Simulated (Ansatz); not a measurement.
GeClF4: geometry relaxation

GeClF4, multiplicity 2, computed with UKS PBE0-D4/def2-SVP (Ansatz 0.2.0).

The input holds or restrains some coordinates. It belongs to a series of runs on one base structure; here: pulled along the bonds that form and break, towards end B.

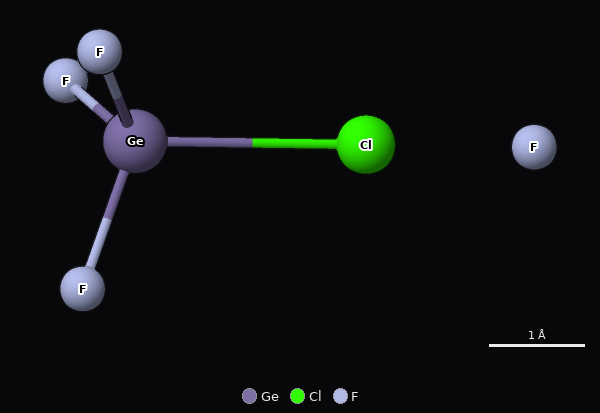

Fig. 1: The input geometry (ball-and-stick view, seen on its broad side). Sticks mark near contacts. Bond lengths as drawn: Cl–Ge 2.47 Å and F–Ge 1.68 Å.

### Input
```yaml
crystal:
  periodic: [false, false, false]
  atoms:
    - { symbol: Ge, position_ang: [0.0, 0.0, 0.0] }
    - { symbol: Cl, position_ang: [0.0, 0.0, 2.47] }
    - { symbol: F, position_ang: [1.5842, 0.0, -0.5594] }
    - { symbol: F, position_ang: [-0.7913, 1.3709, -0.5594] }
    - { symbol: F, position_ang: [-0.7913, -1.3709, -0.5594] }
    - { symbol: F, position_ang: [0.0, 0.0, 4.27] }
magnetization:
  spin_polarized: true
  initial_magnetization: 1
basis:
  gaussian: { orbitals: def2-SVP }
hamiltonian:
  xc: pbe0
  dispersion: d4
relax:
  f_tol: 0.15
  max_steps: 25
  restrain:
    - { distance: [1, 5], at: 1.5, k: 30.0 }
    - { distance: [0, 1], at: 3.42, k: 30.0 }
output:
  orbitals: {}
```

Run on 4 threads of Arm Neoverse V2, 24 GiB of memory available, shared host.

Launched with:
```bash
ansatz run input.yaml --threads 4 --pin off --max-ram 5120MiB --backend cpu --events-out ev --progress --plain --runs-dir out
```

### What the program printed
```
The last accepted step is kept in [file] (removed where the run ends without a failure and the disk answers)
Engine: ansatz 0.2.0, aarch64-unknown-linux-gnu
Functional definition: PBE0
  parameter a = 0.25
  parameter kappa = 0.804
  parameter beta = 0.06672455060314922
  exchange = (1 - a)*pbe_x(kappa = kappa, mu = beta*pi^2/3) + a*exact_x
  correlation = pbe_c(beta = beta)
1060 factors; integrals over basis functions are off by at most 3.8e-4 eV
mean field evaluation 1: about -79860.8398 eV, gradient 4.1e1 eV
mean field evaluation 2: about -79847.4707 eV, gradient 7.6e1 eV
mean field evaluation 4: about -79866.5682 eV, gradient 4.8e0 eV
mean field evaluation 8: about -79866.6983 eV, gradient 9.4e-2 eV
mean field evaluation 16: about -79866.6984 eV, gradient 2.8e-4 eV
mean field -79866.69837041 eV, -2935.0470295201 hartree, gradient 1.8e-5 eV, S^2 0.770179; 2 other end points of the search recorded, 0 dependent functions left out
the calculation of the forces begins
reference -79866.69839060 eV, -2935.0470302619 hartree; 43, 42 occupied and 63, 64 virtual orbitals, 1060 factors
relax step   1: F+E_penalty+E_count = -79866.81035533 eV  Δ(F+E_penalty+E_count) = +0.000e0 eV  max|allowed force component| = 2.945e0 eV/Å  E_restraint = 14.88750000 eV  max|allowed force component, restraints' pulls added| = 3.455e1 eV/Å  Δτ_max = 0.0000 Å  (49 SCF iters, accepted)
  distance Cl 1 - F 5 = 1.8000 Å
  distance Ge 0 - Cl 1 = 2.4700 Å
these checks for a lower state are left out or cut short: starts, cluster_reference, orbital_swaps, neighbouring_geometries, increment
1060 factors; integrals over basis functions are off by at most 4.0e-4 eV
mean field evaluation 32: about -79866.0042 eV, gradient 1.4e-1 eV
mean field -79866.00442225 eV, -2935.0215273957 hartree, gradient 1.1e-5 eV, S^2 0.756762; 0 other end points of the search recorded, 0 dependent functions left out
the calculation of the forces begins
reference -79866.00444348 eV, -2935.0215281757 hartree; 43, 42 occupied and 63, 64 virtual orbitals, 1060 factors
relax step   2: F+E_penalty+E_count = -79866.11224253 eV  Δ(F+E_penalty+E_count) = +6.981e-1 eV  max|allowed force component| = 3.477e0 eV/Å  E_restraint = 5.38989787 eV  max|allowed force component, restraints' pulls added| = 2.032e1 eV/Å  Δτ_max = 0.1946 Å  (44 SCF iters, accepted)
  distance Cl 1 - F 5 = 1.6580 Å
  distance Ge 0 - Cl 1 = 2.8418 Å
these checks for a lower state are left out or cut short: starts, cluster_reference, orbital_swaps, neighbouring_geometries, increment
1060 factors; integrals over basis functions are off by at most 4.8e-4 eV
mean field -79865.22661942 eV, -2934.9929436686 hartree, gradient 1.2e-5 eV, S^2 0.752337; 0 other end points of the search recorded, 0 dependent functions left out
the calculation of the forces begins
reference -79865.22664157 eV, -2934.9929444829 hartree; 43, 42 occupied and 63, 64 virtual orbitals, 1060 factors
relax step   3: F+E_penalty+E_count = -79865.33227900 eV  Δ(F+E_penalty+E_count) = +7.800e-1 eV  max|allowed force component| = 6.259e0 eV/Å  E_restraint = 0.85616341 eV  max|allowed force component, restraints' pulls added| = 5.731e0 eV/Å  Δτ_max = 0.1946 Å  (40 SCF iters, accepted)
  distance Cl 1 - F 5 = 1.5123 Å
  distance Ge 0 - Cl 1 = 3.1814 Å
these checks for a lower state are left out or cut short: starts, cluster_reference, orbital_swaps, neighbouring_geometries, increment
1060 factors; integrals over basis functions are off by at most 4.3e-4 eV
mean field -79865.78704906 eV, -2935.0135390780 hartree, gradient 1.1e-5 eV, S^2 0.752451; 0 other end points of the search recorded, 0 dependent functions left out
the calculation of the forces begins
reference -79865.78707093 eV, -2935.0135398818 hartree; 43, 42 occupied and 63, 64 virtual orbitals, 1060 factors
relax step   4: F+E_penalty+E_count = -79865.88780911 eV  Δ(F+E_penalty+E_count) = -5.555e-1 eV  max|allowed force component| = 3.315e0 eV/Å  E_restraint = 0.17880971 eV  max|allowed force component, restraints' pulls added| = 1.270e0 eV/Å  Δτ_max = 0.1943 Å  (36 SCF iters, accepted)
  distance Cl 1 - F 5 = 1.5654 Å
  distance Ge 0 - Cl 1 = 3.3326 Å
these checks for a lower state are left out or cut short: starts, cluster_reference, orbital_swaps, neighbouring_geometries, increment
1060 factors; integrals over basis functions are off by at most 4.3e-4 eV
mean field -79866.04526771 eV, -2935.0230284386 hartree, gradient 2.1e-5 eV, S^2 0.752651; 0 other end points of the search recorded, 0 dependent functions left out
the calculation of the forces begins
reference -79866.04528845 eV, -2935.0230292006 hartree; 43, 42 occupied and 63, 64 virtual orbitals, 1060 factors
relax step   5: F+E_penalty+E_count = -79866.14208546 eV  Δ(F+E_penalty+E_count) = -2.543e-1 eV  max|allowed force component| = 2.706e0 eV/Å  E_restraint = 0.08519850 eV  max|allowed force component, restraints' pulls added| = 1.767e0 eV/Å  Δτ_max = 0.1956 Å  (40 SCF iters, accepted)
  distance Cl 1 - F 5 = 1.5717 Å
  distance Ge 0 - Cl 1 = 3.3968 Å
these checks for a lower state are left out or cut short: starts, cluster_reference, orbital_swaps, neighbouring_geometries, increment
1060 factors; integrals over basis functions are off by at most 4.3e-4 eV
mean field evaluation 64: about -79866.0436 eV, gradient 2.6e0 eV
mean field -79866.09535383 eV, -2935.0248690695 hartree, gradient 2.0e-5 eV, S^2 0.752319; 0 other end points of the search recorded, 0 dependent functions left out
the calculation of the forces begins
reference -79866.09537497 eV, -2935.0248698463 hartree; 43, 42 occupied and 63, 64 virtual orbitals, 1060 factors
relax step   6: F+E_penalty+E_count = -79866.19235691 eV  Δ(F+E_penalty+E_count) = -5.027e-2 eV  max|allowed force component| = 2.458e0 eV/Å  E_restraint = 0.09323588 eV  max|allowed force component, restraints' pulls added| = 4.848e-2 eV/Å  Δτ_max = 0.0276 Å  (39 SCF iters, accepted)
  distance Cl 1 - F 5 = 1.5788 Å
  distance Ge 0 - Cl 1 = 3.4164 Å
```

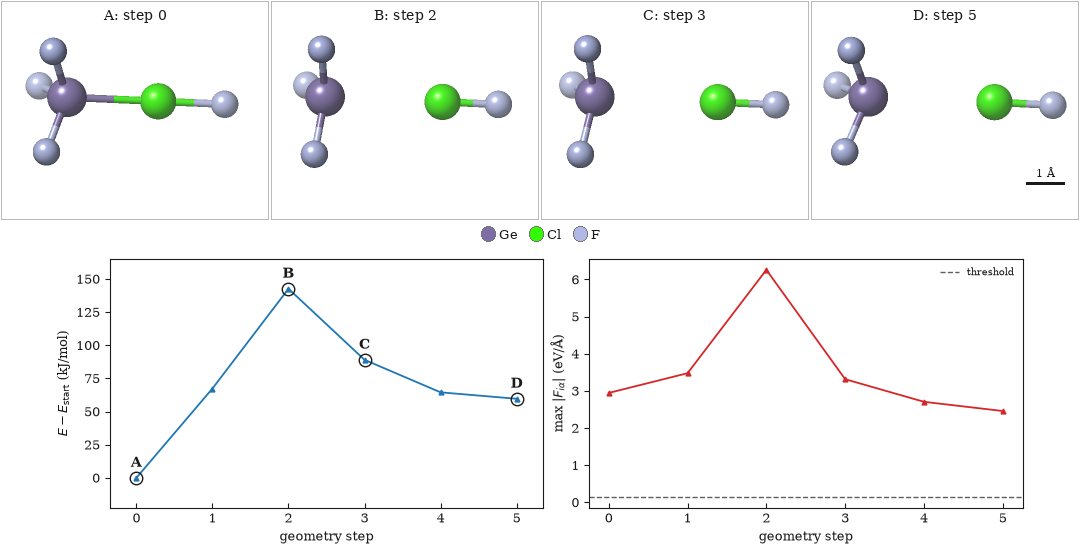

Fig. 2: Frames of the restrained relaxation (ball-and-stick view, seen at a tilt) above the curves, on which the letters mark them (the first geometry is step 0 here and step 1 in the log).

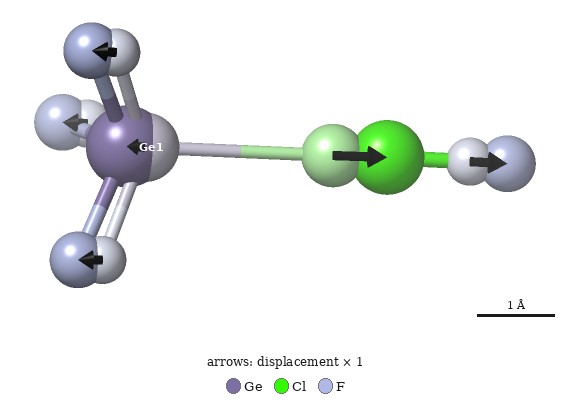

Fig. 3: Start (faint) and end (solid) with the displacements as black arrows, at true length (ball-and-stick view, seen at a tilt). The two geometries are laid on each other by the best rigid fit. The energy rises by 59.6 kJ/mol in 5 geometry steps. Largest force component: 2.9 eV/Å at the start, 2.5 eV/Å at the end. The largest move after the best rigid fit is that of Cl2, 0.71 Å. By element the largest moves are Cl 0.71 Å, F 0.49 Å, Ge 0.23 Å. Distances before and after: Ge1–Cl2 2.470 → 3.416 Å, Cl2–F6 1.800 → 1.579 Å, Ge1–F3 1.680 → 1.723 Å. Bonds break: Ge1–Cl2 (2.47 → 3.42 Å). Among the angles that change: F3–Ge1–F4 109.5° → 106.8°. (Atoms are counted from 1 in the order of the input.)

```
1060 factors; integrals over basis functions are off by at most 4.3e-4 eV
mean field -79866.09535383 eV, -2935.0248690695 hartree, gradient 2.0e-5 eV, S^2 0.752319; 1 other end points of the search recorded, 0 dependent functions left out
the calculation of the forces begins
reference -79866.09537497 eV, -2935.0248698463 hartree; 43, 42 occupied and 63, 64 virtual orbitals, 1060 factors
Total energy: -79866.19237804 eV, -2935.0284346436 hartree
Atom 0 at    -0.000312     0.000000    -0.234825 Å, force     0.000225     0.000000     0.073588 eV/Å
Atom 1 at    -0.007111    -0.000000     3.181526 Å, force    -0.022203    -0.000000    -2.458039 eV/Å
Atom 2 at     1.597474     0.000000    -0.878531 Å, force     0.048476    -0.000000     0.011268 eV/Å
Atom 3 at    -0.797450     1.382541    -0.883297 Å, force    -0.024144     0.042870     0.010986 eV/Å
Atom 4 at    -0.797450    -1.382541    -0.883297 Å, force    -0.024144    -0.042870     0.010986 eV/Å
Atom 5 at     0.006448    -0.000000     4.760224 Å, force     0.021790     0.000000     2.351211 eV/Å
Dipole moment:    -0.001933    -0.000000     0.183304 e Å
```

### Trajectory as extended XYZ (Å, eV, eV/Å), 6 frames, from step=1 to step=6
```
6
Properties=species:S:1:pos:R:3:forces:R:3 step=1 energy=-79866.81035
Ge    0.0000    0.0000    0.0000    0.0433   0.0000   2.5472
Cl    0.0000    0.0000    2.4700    0.0001   0.0000  -2.9452
F     1.5842    0.0000   -0.5594    0.8538   0.0000  -0.3148
F    -0.7913    1.3709   -0.5594   -0.4485   0.7772  -0.3302
F    -0.7913   -1.3709   -0.5594   -0.4485  -0.7772  -0.3302
F     0.0000    0.0000    4.2700   -0.0001   0.0000   1.3733
6
Properties=species:S:1:pos:R:3:forces:R:3 step=2 energy=-79866.11224
Ge    0.0002    0.0000   -0.1772    0.0248   0.0000   3.4768
Cl    0.0000    0.0000    2.6646    0.0002   0.0000  -1.7690
F     1.6185    0.0000   -0.5826    1.5626   0.0000  -0.9837
F    -0.8086    1.4008   -0.5827   -0.7938   1.3750  -0.9906
F    -0.8086   -1.4008   -0.5827   -0.7938  -1.3750  -0.9906
F     0.0000    0.0000    4.3226   -0.0001   0.0000   1.2570
6
Properties=species:S:1:pos:R:3:forces:R:3 step=3 energy=-79865.33228
Ge    0.0005    0.0000   -0.3223    0.0052   0.0000   3.9070
Cl   -0.0001    0.0000    2.8591   -0.0001   0.0000  -6.2594
F     1.6531    0.0000   -0.6154    1.5920   0.0000  -1.2485
F    -0.8259    1.4309   -0.6155   -0.7987   1.3837  -1.2497
F    -0.8259   -1.4309   -0.6155   -0.7987  -1.3837  -1.2497
F     0.0000    0.0000    4.3714    0.0003   0.0000   6.1003
6
Properties=species:S:1:pos:R:3:forces:R:3 step=4 energy=-79865.88781
Ge    0.0005    0.0000   -0.3322    0.0003   0.0000   2.5478
Cl   -0.0001    0.0000    3.0004   -0.0002   0.0000  -3.3146
F     1.6644    0.0000   -0.7240    0.3971   0.0000  -0.7933
F    -0.8316    1.4408   -0.7241   -0.1987   0.3448  -0.7934
F    -0.8316   -1.4408   -0.7241   -0.1987  -0.3448  -0.7934
F     0.0000    0.0000    4.5658    0.0003   0.0000   3.1469
6
Properties=species:S:1:pos:R:3:forces:R:3 step=5 energy=-79866.14208
Ge    0.0005    0.0000   -0.2072   -0.0008   0.0000  -1.0720
Cl   -0.0004    0.0000    3.1897   -0.0012   0.0000  -2.7059
F     1.6093    0.0000   -0.8939   -0.6131   0.0000   0.3877
F    -0.8040    1.3930   -0.8940    0.3070  -0.5304   0.3880
F    -0.8040   -1.3930   -0.8940    0.3070   0.5304   0.3880
F     0.0002    0.0000    4.7614    0.0012   0.0000   2.6141
6
Properties=species:S:1:pos:R:3:forces:R:3 step=6 energy=-79866.19236
Ge   -0.0003    0.0000   -0.2348    0.0002   0.0000   0.0736
Cl   -0.0071    0.0000    3.1815   -0.0222   0.0000  -2.4580
F     1.5975    0.0000   -0.8785    0.0485   0.0000   0.0113
F    -0.7974    1.3825   -0.8833   -0.0241   0.0429   0.0110
F    -0.7974   -1.3825   -0.8833   -0.0241  -0.0429   0.0110
F     0.0064    0.0000    4.7602    0.0218   0.0000   2.3512
```

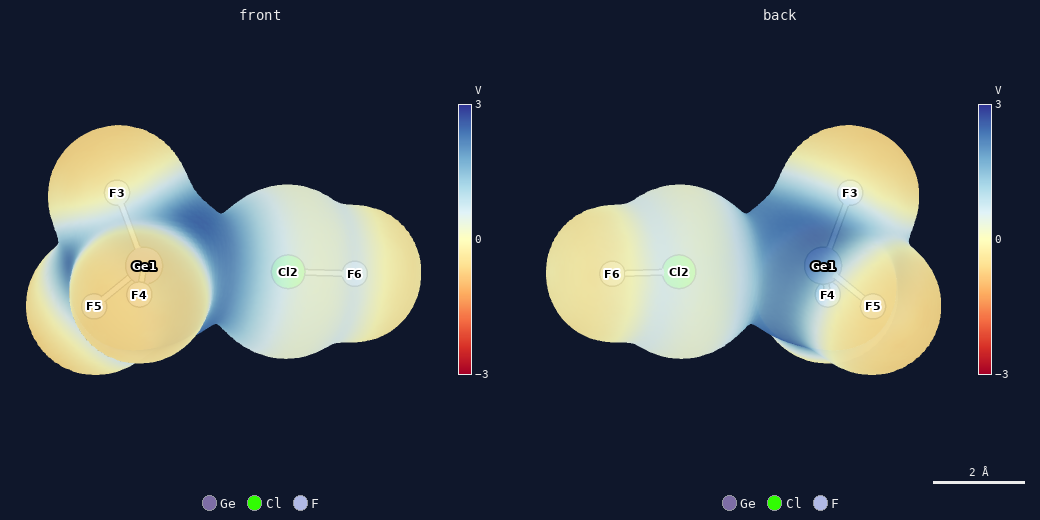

Fig. 4: The electrostatic potential painted on the density surface at 0.002 e/bohr³, seen at a tilt and from behind; the colour scale runs from red (negative) to blue (positive). A positive charge is drawn to the negative regions and a negative charge to the positive ones.

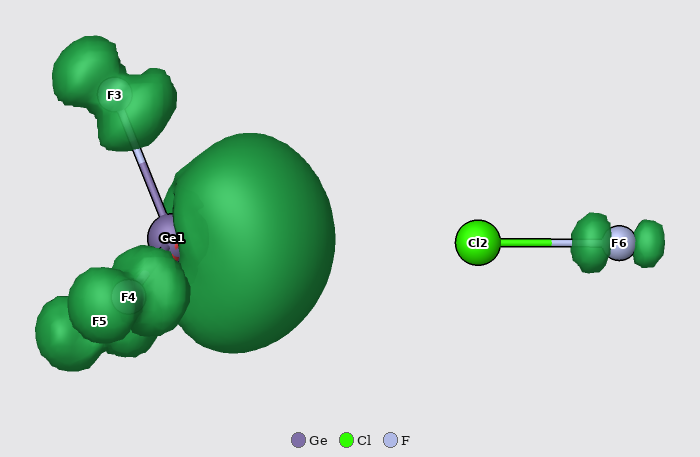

Fig. 5: Isosurfaces of the spin density at +0.03 (green) and −0.03 e/Å³ (red), seen face on. The unpaired spin (1 electron) lies mostly on Ge1 (about 0.6), F3 (about 0.1), F4 (about 0.1) and F5 (about 0.1), in electrons by Hirshfeld's partition.

### Key numbers

- outcome: converged under the restraints of the input
- total energy: −79866.1924 eV
- mean-field energy: −79866.0954 eV
- ⟨S²⟩: 0.752
- largest force (length of the vector) at the end, held atoms and coordinates included: 2.458 eV/Å
- wall time: 14 s (CPU time 54 s)
- peak memory: 0.39 GiB
